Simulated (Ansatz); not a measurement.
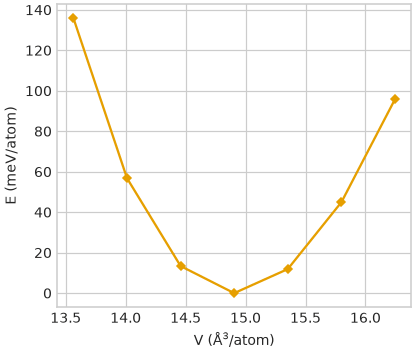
Figure. MoPt (L1₀ or tetragonal B2, P4/mmm) under volume change, PBEsol (plane waves, PAW; program Ansatz), shape and atoms relaxed at each volume.

Question: What does a third-order Birch–Murnaghan fit give for V₀, B₀ and B′?

Answer: V₀ = 14.91 Å³/atom, B₀ = 300 GPa, B′ = 4.8.

The start of the workflow was typed in or built on a structure type; neither database checked (COD, Materials Project) lists it. Its standing as an ambient phase is unchecked. The cell was relaxed with PBEsol under the symmetry of its start; whether a distortion lowers the energy is not shown. No spin polarisation was allowed. Spin–orbit coupling is left out wherever it is not named.

Potentials: the later of the program's two PAW sets.
